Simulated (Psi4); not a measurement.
# Si2NH6 (SMILES [SiH2]N[SiH3]): UCCSD(T)/cc-pVDZ

Aim: the vertical ionisation energy of Si2NH6 at UCCSD(T)/cc-pVDZ, from 2 runs. 

The results are computed with Psi4 1.11.

## Step 1: The structure to begin with

The species is Si2NH6 (9 atoms), meant as a doublet with charge 0. As SMILES, `[SiH2]N[SiH3]`. Geometry: relaxed at PBE0-D4/def2-TZVP. This is one conformer, not always the lowest.

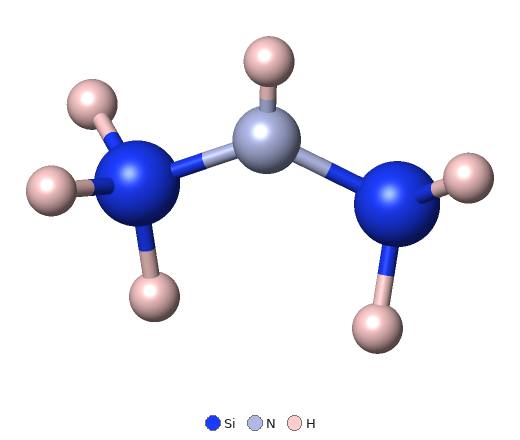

Viewed from a chosen angle; silicon blue, nitrogen light blue, hydrogen pink.

## Step 2: The energy at UCCSD(T)/cc-pVDZ

Input file h6nsi2.xyz:

```xyz
9
H6NSi2
Si    -1.200900     0.925300    -0.948400
N      0.196900     0.625800     0.025200
Si     0.611700    -0.820500     0.880200
H     -1.616500    -0.372000    -1.554500
H     -0.842900     1.913400    -2.010900
H      0.764100     1.439300     0.222200
H      1.982600    -1.276500     0.525400
H     -0.378200    -1.853400     0.488500
H      0.571600    -0.627700     2.355400
```

Input file run_ase.py:

```python
import numpy as np
from ase.calculators.psi4 import Psi4
from ase.io import read

mol = read('h6nsi2.xyz')
calc = Psi4(atoms=mol, method='ccsd(t)', basis='cc-pVDZ', memory='2200MB', num_threads=1, charge=0, multiplicity=2, label='calc', reference='uhf')
calc.psi4.set_options({'puream': True, 'e_convergence': 1e-09, 'd_convergence': 1e-08, 'scf_type': 'pk', 'num_frozen_docc': 11, 'maxiter': 100})
mol.calc = calc

print(f'energy: {mol.get_potential_energy():.6f} eV')
```

On the command line:

```bash
$ python run_ase.py
```

calc.dat, cut to the lines that bear on the results:

```text
[...]
  Running in c1 symmetry.
[...]
  Nuclear repulsion =  147.533691464414403
[...]
  Multiplicity = 2
[...]
  Nalpha       = 21
  Nbeta        = 20
[...]
    Number of basis functions: 80
[...]
   @UHF iter   1:  -635.70189477976908   -6.53672e-01   4.99686e-03 DIIS/ADIIS
[...]
   @UHF iter  13:  -635.80034755961412   -7.04858e-12   8.52528e-09 DIIS
[...]
   @S^2 Observed:                7.546938579E-01
[...]
    Orbital Energies [Eh]
    ---------------------
    Alpha Occupied:
       1A    -68.798050     2A    -68.797895     3A    -15.547610
       4A     -6.145502     5A     -6.144206     6A     -4.256274
       7A     -4.250971     8A     -4.250458     9A     -4.250007
      10A     -4.248897    11A     -4.248298    12A     -1.144452
      13A     -0.740902    14A     -0.715324    15A     -0.602691
      16A     -0.531780    17A     -0.512466    18A     -0.484608
      19A     -0.471175    20A     -0.436267    21A     -0.305642
    Alpha Virtual:
      22A      0.131695    23A      0.170111    24A      0.189060
      25A      0.198157    26A      0.216438    27A      0.224716
[...]
  @UHF Final Energy:  -635.80034755961412
   => Energetics <=
    Nuclear Repulsion Energy =            147.5336914644144031
    One-Electron Energy =               -1173.3831110509063365
    Two-Electron Energy =                 390.0490720268778091
    Total Energy =                       -635.8003475596140106
  UHF NO Occupations:
  HONO-2 :   19  A 1.9996156
  HONO-1 :   20  A 1.9981990
  HONO-0 :   21  A 1.0000000
  LUNO+0 :   22  A 0.0018010
  LUNO+1 :   23  A 0.0003844
[...]
 Multipole Moments:
 ------------------------------------------------------------------------------------
     Multipole            Electronic (a.u.)      Nuclear  (a.u.)        Total (a.u.)
 ------------------------------------------------------------------------------------
 L = 1.  Multiply by 2.5417464519 to convert [e a0] to [Debye]
 Dipole X            :         -1.2365110            1.4243407            0.1878297
 Dipole Y            :          1.8294367           -1.5412695            0.2881672
 Dipole Z            :          0.0339679            0.1368717            0.1708397
 Magnitude           :                                                    0.3840658
[...]
      * MP2 total energy                      = -636.159321940513792
[...]
      * CCSD total energy                     = -636.208637294949199
[...]
      * CCSD(T) total energy                     = -636.218984824684298
```

The script printed:

```text
energy: -17312.400392 eV
```

Wall time 35 s (1 thread of Intel Xeon 6975P-C (Granite Rapids), shared host); peak memory 0.48 GiB.

## Step 3: The singlet cation

Input file job.json:

```json
{
 "schema_name": "qcschema_input",
 "schema_version": 1,
 "molecule": {
  "schema_name": "qcschema_molecule",
  "schema_version": 2,
  "symbols": ["Si", "N", "Si", "H", "H", "H", "H", "H", "H"],
  "geometry": [-2.2693721, 1.74856358, -1.79221626, 0.37208707, 1.18259061, 0.0476211, 1.15594547, -1.55052029, 1.66333693, -3.05474228, -0.70297812, -2.93757926, -1.59285015, 3.61580197, -3.80005026, 1.44393973, 2.71988281, 0.41989714, 3.74657101, -2.4122354, 0.99286211, -0.71469442, -3.5024184, 0.92313121, 1.08016745, -1.18618109, 4.45106091],
  "molecular_charge": 1,
  "molecular_multiplicity": 1,
  "fix_symmetry": "c1",
  "fix_com": true,
  "fix_orientation": true
 },
 "driver": "energy",
 "model": {
  "method": "ccsd(t)",
  "basis": "cc-pVDZ"
 },
 "keywords": {
  "reference": "rhf",
  "puream": true,
  "e_convergence": 1e-09,
  "d_convergence": 1e-08,
  "scf_type": "pk",
  "num_frozen_docc": 11
 }
}
```

On the command line:

```bash
$ psi4 --qcschema job.json -n 1 --memory 2200MB
```

stdout, cut to the lines that bear on the results:

```text
[...]
  Running in c1 symmetry.
[...]
  Nuclear repulsion =  147.533691585617134
[...]
  Multiplicity = 1
[...]
  Nalpha       = 20
  Nbeta        = 20
[...]
    Number of basis functions: 80
[...]
   @RHF iter   1:  -635.42478148283578   -3.76559e-01   4.78754e-03 ADIIS/DIIS
[...]
   @RHF iter  12:  -635.52802243456813   -1.11413e-11   4.81707e-09 DIIS
[...]
    Orbital Energies [Eh]
    ---------------------
    Doubly Occupied:
       1A    -69.095876     2A    -68.963850     3A    -15.799146
       4A     -6.438063     5A     -6.312241     6A     -4.544422
       7A     -4.542268     8A     -4.541868     9A     -4.419497
      10A     -4.417809    11A     -4.417409    12A     -1.371881
      13A     -0.956934    14A     -0.923798    15A     -0.812411
      16A     -0.743175    17A     -0.713171    18A     -0.692700
      19A     -0.637435    20A     -0.601980
[...]
  @RHF Final Energy:  -635.52802243456813
   => Energetics <=
    Nuclear Repulsion Energy =            147.5336915856171345
    One-Electron Energy =               -1164.2315594069682447
    Two-Electron Energy =                 381.1698453867829812
    Total Energy =                       -635.5280224345681290
[...]
 Multipole Moments:
 ------------------------------------------------------------------------------------
     Multipole            Electronic (a.u.)      Nuclear  (a.u.)        Total (a.u.)
 ------------------------------------------------------------------------------------
 L = 1.  Multiply by 2.5417464519 to convert [e a0] to [Debye]
 Dipole X            :         10.4489320          -12.0749720           -1.6260399
 Dipole Y            :         -7.9011836            9.5826121            1.6814285
 Dipole Z            :          0.4994149           -1.4216411           -0.9222262
 Magnitude           :                                                    2.5143008
[...]
      * MP2 total energy                      = -635.891565861906656
[...]
      * CCSD total energy                     = -635.939298271112079
[...]
      * CCSD(T) total energy                  = -635.952365371853944
[...]
```

The result, in JSON:

```text
{
 "driver": "energy",
 "model": {
  "method": "ccsd(t)",
  "basis": "cc-pVDZ"
 },
 "success": true,
 "return_result": -635.952365371854,
 "properties": {
  "calcinfo_nbasis": 80,
  "calcinfo_nmo": 80,
  "calcinfo_nalpha": 20,
  "calcinfo_nbeta": 20,
  "calcinfo_natom": 9,
  "nuclear_repulsion_energy": 147.53369158561713,
  "return_energy": -635.952365371854,
  "scf_one_electron_energy": -1164.2315594069682,
  "scf_two_electron_energy": 381.169845386783,
  "scf_dipole_moment": [-1.6260399456365615, 1.6814284766686054, -0.9222261571405148],
  "scf_total_energy": -635.5280224345681,
  "scf_iterations": 12,
  "mp2_same_spin_correlation_energy": -0.07234824567285136,
  "mp2_opposite_spin_correlation_energy": -0.2911951816626842,
  "mp2_singles_energy": -2.226776965444193e-28,
  "mp2_doubles_energy": -0.3635434273355356,
  "mp2_correlation_energy": -0.3635434273355356,
  "mp2_total_energy": -635.8915658619067,
  "ccsd_same_spin_correlation_energy": -0.0670408887961369,
  "ccsd_opposite_spin_correlation_energy": -0.3442349477448752,
  "ccsd_singles_energy": 0.0,
  "ccsd_doubles_energy": -0.4112758365410121,
  "ccsd_correlation_energy": -0.41127583654101224,
  "ccsd_total_energy": -635.9392982711121,
  "ccsd_iterations": 21,
  "ccsd_prt_pr_correlation_energy": -0.4243429372828638,
  "ccsd_prt_pr_total_energy": -635.952365371854
 }
}
```

Run time: 17 s. Hardware: 1 thread of Intel Xeon 6975P-C (Granite Rapids), shared host; peak memory 0.46 GiB.

## Step 4: Results

Level: UCCSD(T)/cc-pVDZ, 11 core orbitals frozen.

| quantity | value |
| --- | --- |
| doublet Si2NH6: total energy | -636.21898 Eh |
| doublet Si2NH6: HOMO energy (Hartree–Fock orbitals) (highest over α and β) | -8.32 eV |
| doublet Si2NH6: LUMO energy (Hartree–Fock orbitals) (lowest over α and β) | 1.95 eV |
| doublet Si2NH6: correlation energy (11 core orbitals frozen) | -418.6 mEh |
| doublet Si2NH6: (T) correction | -10.35 mEh |
| doublet Si2NH6: ⟨S²⟩ of the reference determinant | 0.755 |
| doublet Si2NH6: T1 diagnostic | 0.021 |
| singlet cation: total energy | -635.95237 Eh |
| singlet cation: HOMO energy (Hartree–Fock orbitals) | -16.38 eV |
| singlet cation: LUMO energy (Hartree–Fock orbitals) | -6.44 eV |
| singlet cation: HOMO–LUMO gap (Hartree–Fock orbitals) | 9.95 eV |
| singlet cation: correlation energy (11 core orbitals frozen) | -424.3 mEh |
| singlet cation: (T) correction | -13.07 mEh |
| singlet cation: T1 diagnostic | 0.025 |
| vertical ionisation energy (to the singlet cation) | 7.255 eV |

In words: Removing an electron at fixed nuclei costs 7.26 eV (700 kJ/mol). The triples (doublet Si2NH6) make up 2.5 % of the correlation energy. The T1 diagnostic (singlet cation) of 0.025 is above the customary mark for such species, so a single reference may not serve. The triples (singlet cation) make up 3.1 % of the correlation energy.
